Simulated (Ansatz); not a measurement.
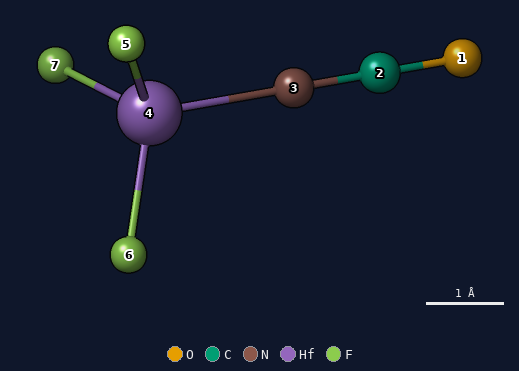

*The starting structure (ball-and-stick view, seen at a tilt; atoms are numbered from 1 in the order of the input). Sticks mark near contacts.*

Bond lengths as drawn: C–N 1.20 Å, C–O 1.16 Å, F–Hf 1.90 Å and Hf–N 2.02 Å.

## Molecular dynamics, with input and output: CF$_{3}$HfNO (part 1 of 2)

System: CF$_{3}$HfNO, SMILES O=C=[N][Hf]([F])([F])[F].
Method: RKS revPBE-d3bj/def2-SVP (Ansatz 0.2.0).

The geometry comes from this level: PBE0-D4/def2-TZVP. Figures and captions count atoms from 1; the log counts them from 0 in places.

**Output**
```
Functional definition: revPBE
  name "revPBE"
  cite "Zhang & Yang, Phys. Rev. Lett. 80, 890 (1998) doi:10.1103/PhysRevLett.80.890"
  cite "Perdew, Burke & Ernzerhof, Phys. Rev. Lett. 77, 3865 (1996) doi:10.1103/PhysRevLett.77.3865"
  parameter kappa = 1.245
  parameter beta = 0.06672455060314922
  exchange = pbe_x(kappa = kappa, mu = beta*pi^2/3)
  correlation = pbe_c(beta = beta)
1231 factors; their error is unknown
mean field evaluation 1: about -14015.7453 eV, gradient 8.3e1 eV
mean field evaluation 2: about -13944.2509 eV, gradient 2.1e2 eV
mean field evaluation 4: about -14025.9415 eV, gradient 3.0e1 eV
mean field evaluation 8: about -14027.7753 eV, gradient 2.0e-1 eV
mean field evaluation 16: about -14027.6836 eV, gradient 1.2e-3 eV
mean field -14027.68360474 eV, -515.5078641689 hartree, gradient 2.3e-5 eV, S^2 0.000000; 0 other end points of the search recorded, 0 dependent functions left out
the calculation of the forces begins
reference -14027.68369020 eV, -515.5078673094 hartree; 30, 30 occupied and 86, 86 virtual orbitals, 1231 factors
md step     0: t =     0.00 fs  T =  1000.0 K  F+E_penalty+E_count = -14027.97145630 eV  E_kin = 0.646300 eV  conserved = -14027.32515631 eV  (28 SCF iters)
these checks for a lower state are left out or cut short: starts, cluster_reference, orbital_swaps, neighbouring_geometries, increment
1231 factors; their error is unknown
mean field -14027.55771359 eV, -515.5032377545 hartree, gradient 1.3e-5 eV, S^2 0.000000; 0 other end points of the search recorded, 0 dependent functions left out
the calculation of the forces begins
reference -14027.55779888 eV, -515.5032408888 hartree; 30, 30 occupied and 86, 86 virtual orbitals, 1231 factors
md step     1: t =     2.00 fs  T =   854.1 K  F+E_penalty+E_count = -14027.84482173 eV  E_kin = 0.552008 eV  conserved = -14027.29281377 eV  (40 SCF iters, 3 dispersion substeps)
[... from here on the SCF iterations and repeated set-up lines of each step are left out, up to the last step ...]
md step     2: t =     4.00 fs  T =   816.5 K  F+E_penalty+E_count = -14027.81961613 eV  E_kin = 0.527735 eV  conserved = -14027.29188104 eV  (33 SCF iters, 3 dispersion substeps)
md step     3: t =     6.00 fs  T =   940.1 K  F+E_penalty+E_count = -14027.92620696 eV  E_kin = 0.607555 eV  conserved = -14027.31865219 eV  (32 SCF iters, 3 dispersion substeps)
md step     4: t =     8.00 fs  T =   771.4 K  F+E_penalty+E_count = -14027.80271906 eV  E_kin = 0.498532 eV  conserved = -14027.30418748 eV  (32 SCF iters, 3 dispersion substeps)
md step     5: t =    10.00 fs  T =   509.8 K  F+E_penalty+E_count = -14027.61480435 eV  E_kin = 0.329505 eV  conserved = -14027.28529985 eV  (33 SCF iters, 3 dispersion substeps)
md step     6: t =    12.00 fs  T =   513.7 K  F+E_penalty+E_count = -14027.62677598 eV  E_kin = 0.332019 eV  conserved = -14027.29475726 eV  (33 SCF iters, 3 dispersion substeps)
md step     7: t =    14.00 fs  T =   623.6 K  F+E_penalty+E_count = -14027.71393132 eV  E_kin = 0.403034 eV  conserved = -14027.31089756 eV  (32 SCF iters, 3 dispersion substeps)
md step     8: t =    16.00 fs  T =   538.8 K  F+E_penalty+E_count = -14027.65164264 eV  E_kin = 0.348222 eV  conserved = -14027.30342080 eV  (31 SCF iters, 3 dispersion substeps)
md step     9: t =    18.00 fs  T =   436.7 K  F+E_penalty+E_count = -14027.56624327 eV  E_kin = 0.282214 eV  conserved = -14027.28402910 eV  (33 SCF iters, 3 dispersion substeps)
md step    10: t =    20.00 fs  T =   598.2 K  F+E_penalty+E_count = -14027.69407517 eV  E_kin = 0.386640 eV  conserved = -14027.30743519 eV  (33 SCF iters, 3 dispersion substeps)
md step    11: t =    22.00 fs  T =   649.0 K  F+E_penalty+E_count = -14027.73593012 eV  E_kin = 0.419428 eV  conserved = -14027.31650221 eV  (40 SCF iters, 3 dispersion substeps)
md step    12: t =    24.00 fs  T =   483.2 K  F+E_penalty+E_count = -14027.59510870 eV  E_kin = 0.312283 eV  conserved = -14027.28282537 eV  (32 SCF iters, 3 dispersion substeps)
md step    13: t =    26.00 fs  T =   603.2 K  F+E_penalty+E_count = -14027.68873333 eV  E_kin = 0.389824 eV  conserved = -14027.29890920 eV  (33 SCF iters, 3 dispersion substeps)
md step    14: t =    28.00 fs  T =   783.1 K  F+E_penalty+E_count = -14027.82629130 eV  E_kin = 0.506087 eV  conserved = -14027.32020450 eV  (32 SCF iters, 3 dispersion substeps)
md step    15: t =    30.00 fs  T =   624.7 K  F+E_penalty+E_count = -14027.70327217 eV  E_kin = 0.403736 eV  conserved = -14027.29953607 eV  (32 SCF iters, 3 dispersion substeps)
md step    16: t =    32.00 fs  T =   443.3 K  F+E_penalty+E_count = -14027.57474502 eV  E_kin = 0.286525 eV  conserved = -14027.28821969 eV  (53 SCF iters, 3 dispersion substeps)
md step    17: t =    34.00 fs  T =   470.0 K  F+E_penalty+E_count = -14027.60612850 eV  E_kin = 0.303778 eV  conserved = -14027.30235033 eV  (33 SCF iters, 3 dispersion substeps)
md step    18: t =    36.00 fs  T =   465.8 K  F+E_penalty+E_count = -14027.60991688 eV  E_kin = 0.301077 eV  conserved = -14027.30883954 eV  (33 SCF iters, 3 dispersion substeps)
md step    19: t =    38.00 fs  T =   297.6 K  F+E_penalty+E_count = -14027.48926725 eV  E_kin = 0.192317 eV  conserved = -14027.29695000 eV  (34 SCF iters, 3 dispersion substeps)
md step    20: t =    40.00 fs  T =   213.7 K  F+E_penalty+E_count = -14027.42418033 eV  E_kin = 0.138114 eV  conserved = -14027.28606613 eV  (33 SCF iters, 3 dispersion substeps)
md step    21: t =    42.00 fs  T =   371.7 K  F+E_penalty+E_count = -14027.54767043 eV  E_kin = 0.240249 eV  conserved = -14027.30742105 eV  (31 SCF iters, 3 dispersion substeps)
md step    22: t =    44.00 fs  T =   396.0 K  F+E_penalty+E_count = -14027.57291427 eV  E_kin = 0.255925 eV  conserved = -14027.31698960 eV  (32 SCF iters, 3 dispersion substeps)
md step    23: t =    46.00 fs  T =   219.7 K  F+E_penalty+E_count = -14027.42195553 eV  E_kin = 0.141988 eV  conserved = -14027.27996708 eV  (31 SCF iters, 3 dispersion substeps)
md step    24: t =    48.00 fs  T =   399.8 K  F+E_penalty+E_count = -14027.55738334 eV  E_kin = 0.258381 eV  conserved = -14027.29900241 eV  (33 SCF iters, 3 dispersion substeps)
md step    25: t =    50.00 fs  T =   658.4 K  F+E_penalty+E_count = -14027.74845809 eV  E_kin = 0.425546 eV  conserved = -14027.32291169 eV  (32 SCF iters, 3 dispersion substeps)
md step    26: t =    52.00 fs  T =   581.0 K  F+E_penalty+E_count = -14027.66916422 eV  E_kin = 0.375523 eV  conserved = -14027.29364098 eV  (32 SCF iters, 3 dispersion substeps)
md step    27: t =    54.00 fs  T =   580.2 K  F+E_penalty+E_count = -14027.66971486 eV  E_kin = 0.375013 eV  conserved = -14027.29470138 eV  (33 SCF iters, 3 dispersion substeps)
md step    28: t =    56.00 fs  T =   691.4 K  F+E_penalty+E_count = -14027.75991083 eV  E_kin = 0.446832 eV  conserved = -14027.31307852 eV  (39 SCF iters, 3 dispersion substeps)
md step    29: t =    58.00 fs  T =   585.6 K  F+E_penalty+E_count = -14027.68408537 eV  E_kin = 0.378447 eV  conserved = -14027.30563817 eV  (40 SCF iters, 3 dispersion substeps)
these checks for a lower state are left out or cut short: starts, cluster_reference, orbital_swaps, neighbouring_geometries, increment
1231 factors; their error is unknown
mean field evaluation 256: about -14027.2479 eV, gradient 4.8e-4 eV
mean field -14027.24789884 eV, -515.4918522722 hartree, gradient 1.4e-5 eV, S^2 0.000000; 0 other end points of the search recorded, 0 dependent functions left out
the calculation of the forces begins
reference -14027.24798475 eV, -515.4918554293 hartree; 30, 30 occupied and 86, 86 virtual orbitals, 1231 factors
1231 factors; their error is unknown
mean field -14027.24789884 eV, -515.4918522722 hartree, gradient 1.7e-5 eV, S^2 0.000000; 1 other end points of the search recorded, 0 dependent functions left out
the calculation of the forces begins
reference -14027.24798475 eV, -515.4918554293 hartree; 30, 30 occupied and 86, 86 virtual orbitals, 1231 factors
md step    30: t =    60.00 fs  T =   384.5 K  F+E_penalty+E_count = -14027.53575388 eV  E_kin = 0.248493 eV  conserved = -14027.28726082 eV  (54 SCF iters, 3 dispersion substeps)
```

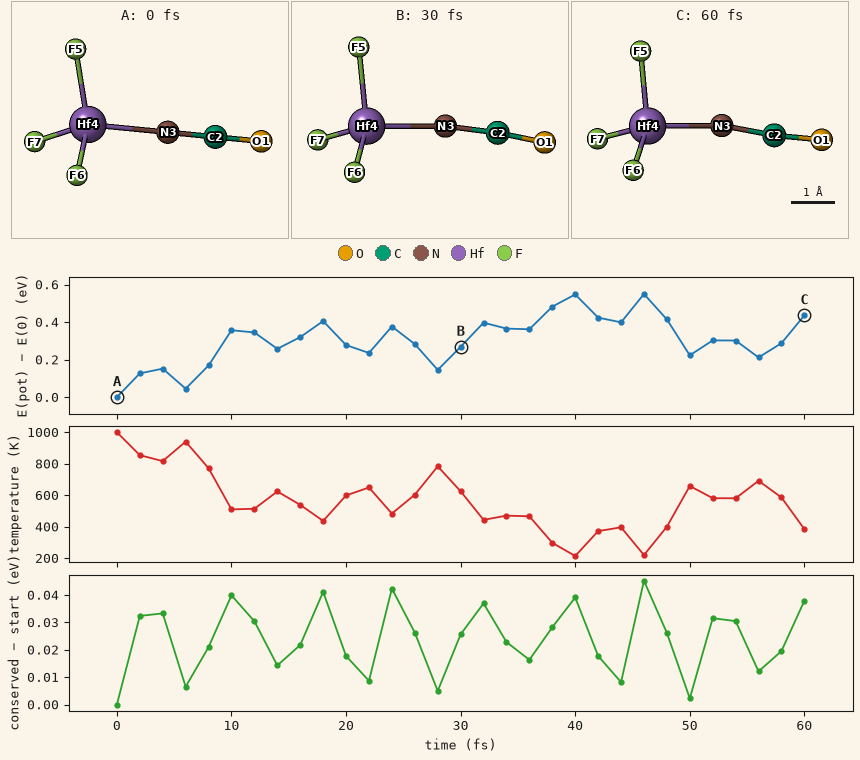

*Frames of the molecular dynamics (ball-and-stick, seen at a tilt) above the curves, on which the letters mark them.*

The trajectory kept here has 31 frames over 60 fs. The temperature starts at 1000 K, ranges from 214 to 1000 K and averages 461 K over the second half. The potential energy ends 0.436 eV above its first value. The conserved quantity stays within 0.045 eV. After an unweighted best fit of the last frame on the first, the root-mean-square displacement is 0.16 Å.

```
Total energy: -14027.53583979 eV, -515.5024339069 hartree
Atom 0 at     1.884011    -1.984501     1.822189 Å, force     0.609466    -0.916796     0.929067 eV/Å
Atom 1 at     1.226866    -1.356050     1.099632 Å, force    -2.724058     3.724293    -4.130269 eV/Å
Atom 2 at     0.587561    -0.614454     0.245400 Å, force     2.956429    -3.708663     4.312787 eV/Å
Atom 3 at    -0.649015     0.677246    -0.583846 Å, force    -2.365132    -0.221968    -0.658620 eV/Å
Atom 4 at     0.511479     1.953800    -1.277880 Å, force     1.013898     1.147115    -0.741584 eV/Å
Atom 5 at    -1.931548     1.749721     0.463016 Å, force     0.458309    -0.693685    -0.275201 eV/Å
Atom 6 at    -1.353520    -0.428135    -2.042640 Å, force     0.051089     0.669705     0.563819 eV/Å
Dipole moment:     0.005767    -0.097001     0.194521 e Å
```

**Trajectory as extended XYZ (Å, eV, eV/Å), 31 frames, from step=0 to step=30**
```
7
Properties=species:S:1:pos:R:3:forces:R:3 step=0 time_fs=0.0 energy=-14027.97146 temperature=1000.0
O     1.8507   -2.0276    1.8068    1.2418  -1.3609   1.2121
C     1.1969   -1.3113    1.1688   -0.0404   0.0444  -0.0395
N     0.5192   -0.5686    0.5073   -0.9036   0.9903  -0.8819
Hf   -0.6202    0.6795   -0.6056    0.1312  -0.1432   0.1278
F     0.4704    2.0168   -1.3913    0.4583   0.5460  -0.3185
F    -1.9258    1.5082    0.4917   -0.5335   0.3354   0.4612
F    -1.4912   -0.2970   -1.9777   -0.3536  -0.4120  -0.5612
7
Properties=species:S:1:pos:R:3:forces:R:3 step=1 time_fs=2.0 energy=-14027.84482 temperature=854.1
O     1.8546   -2.0197    1.8056    3.3540  -3.7198   3.3888
C     1.2007   -1.3408    1.1875   -3.9271   4.6092  -4.2138
N     0.5294   -0.5671    0.4788    0.8737  -1.1993   1.1400
Hf   -0.6207    0.6813   -0.6050   -0.5922  -0.4480   0.2258
F     0.4683    2.0081   -1.3818    0.6701   0.8043  -0.4765
F    -1.9361    1.5278    0.4986   -0.2111   0.1262   0.2024
F    -1.4879   -0.3132   -1.9889   -0.1672  -0.1726  -0.2667
7
Properties=species:S:1:pos:R:3:forces:R:3 step=2 time_fs=4.0 energy=-14027.81962 temperature=816.5
O     1.8665   -2.0208    1.8125    2.8535  -3.2456   3.0203
C     1.1918   -1.3556    1.1927   -3.8060   4.8399  -4.5304
N     0.5420   -0.5689    0.4535    1.2811  -1.9152   1.8703
Hf   -0.6212    0.6829   -0.6045   -1.3069  -0.6462   0.2370
F     0.4676    2.0009   -1.3733    0.8259   0.9848  -0.5870
F    -1.9469    1.5477    0.5060    0.1238  -0.0990  -0.0623
F    -1.4849   -0.3297   -2.0007    0.0288   0.0811   0.0521
7
Properties=species:S:1:pos:R:3:forces:R:3 step=3 time_fs=6.0 energy=-14027.92621 temperature=940.1
O     1.8854   -2.0297    1.8267   -0.0755  -0.4914   0.4605
C     1.1707   -1.3548    1.1834   -0.1727   1.4589  -1.4125
N     0.5581   -0.5760    0.4334    0.5826  -1.2860   1.3454
Hf   -0.6221    0.6844   -0.6038   -1.9119  -0.7524   0.1863
F     0.4686    1.9958   -1.3660    0.9014   1.0634  -0.6374
F    -1.9574    1.5674    0.5132    0.4532  -0.3288  -0.3196
F    -1.4819   -0.3460   -2.0123    0.2229   0.3363   0.3773
7
Properties=species:S:1:pos:R:3:forces:R:3 step=4 time_fs=8.0 energy=-14027.80272 temperature=771.4
O     1.9040   -2.0398    1.8421   -2.5758   1.7155  -1.6782
C     1.1490   -1.3493    1.1695    3.4632  -2.0440   1.9641
N     0.5758   -0.5866    0.4169   -0.6046   0.0626   0.0992
Hf   -0.6233    0.6857   -0.6032   -2.3151  -0.8191   0.1269
F     0.4714    1.9928   -1.3600    0.9019   1.0549  -0.6373
F    -1.9670    1.5865    0.5198    0.7408  -0.5383  -0.5448
F    -1.4784   -0.3617   -2.0232    0.3895   0.5684   0.6700
7
Properties=species:S:1:pos:R:3:forces:R:3 step=5 time_fs=10.0 energy=-14027.61480 temperature=509.8
O     1.9165   -2.0458    1.8534   -3.6455   2.5685  -2.5607
C     1.1384   -1.3503    1.1620    5.1122  -3.5887   3.5373
N     0.5919   -0.5971    0.4008   -1.2777   0.8491  -0.6344
Hf   -0.6251    0.6869   -0.6025   -2.5017  -0.8621   0.0781
F     0.4761    1.9920   -1.3552    0.8436   0.9833  -0.6005
F    -1.9751    1.6045    0.5253    0.9596  -0.7080  -0.7195
F    -1.4742   -0.3762   -2.0327    0.5094   0.7579   0.8998
7
Properties=species:S:1:pos:R:3:forces:R:3 step=6 time_fs=12.0 energy=-14027.62678 temperature=513.7
O     1.9201   -2.0455    1.8585   -3.4383   2.2968  -2.3444
C     1.1443   -1.3629    1.1658    4.3627  -2.5378   2.5414
N     0.6044   -0.6052    0.3828   -0.8519   0.1947   0.0766
Hf   -0.6274    0.6878   -0.6018   -2.4897  -0.8851   0.0457
F     0.4824    1.9932   -1.3517    0.7386   0.8648  -0.5367
F    -1.9813    1.6210    0.5293    1.1019  -0.8309  -0.8383
F    -1.4689   -0.3891   -2.0404    0.5767   0.8976   1.0556
7
Properties=species:S:1:pos:R:3:forces:R:3 step=7 time_fs=14.0 energy=-14027.71393 temperature=623.6
O     1.9155   -2.0397    1.8580   -1.9704   0.9637  -1.0309
C     1.1642   -1.3837    1.1777    1.7988   0.2953  -0.3222
N     0.6146   -0.6128    0.3651    0.0869  -1.1335   1.5204
Hf   -0.6302    0.6886   -0.6010   -2.2808  -0.9116   0.0462
F     0.4903    1.9961   -1.3493    0.5916   0.7058  -0.4495
F    -1.9852    1.6358    0.5316    1.1764  -0.9109  -0.9083
F    -1.4624   -0.4003   -2.0460    0.5974   0.9912   1.1442
7
Properties=species:S:1:pos:R:3:forces:R:3 step=8 time_fs=16.0 energy=-14027.65164 temperature=538.8
O     1.9061   -2.0316    1.8550    0.5006  -1.2025   1.2138
C     1.1899   -1.4035    1.1887   -1.4873   3.4932  -3.6596
N     0.6251   -0.6235    0.3516    0.6835  -1.9334   2.4637
Hf   -0.6335    0.6892   -0.6003   -1.8866  -0.9526   0.0802
F     0.4994    2.0005   -1.3478    0.4030   0.5056  -0.3388
F    -1.9867    1.6488    0.5320    1.2016  -0.9591  -0.9427
F    -1.4547   -0.4094   -2.0492    0.5853   1.0488   1.1834
7
Properties=species:S:1:pos:R:3:forces:R:3 step=9 time_fs=18.0 energy=-14027.56624 temperature=436.7
O     1.8979   -2.0264    1.8549    2.2632  -2.7510   2.8928
C     1.2108   -1.4121    1.1878   -3.3709   5.0706  -5.3807
N     0.6374   -0.6395    0.3449    0.5520  -1.7071   2.3467
Hf   -0.6372    0.6895   -0.5996   -1.3720  -0.9673   0.1048
F     0.5093    2.0059   -1.3470    0.1737   0.2620  -0.2039
F    -1.9858    1.6598    0.5306    1.1978  -0.9886  -0.9543
F    -1.4459   -0.4164   -2.0500    0.5562   1.0814   1.1947
```
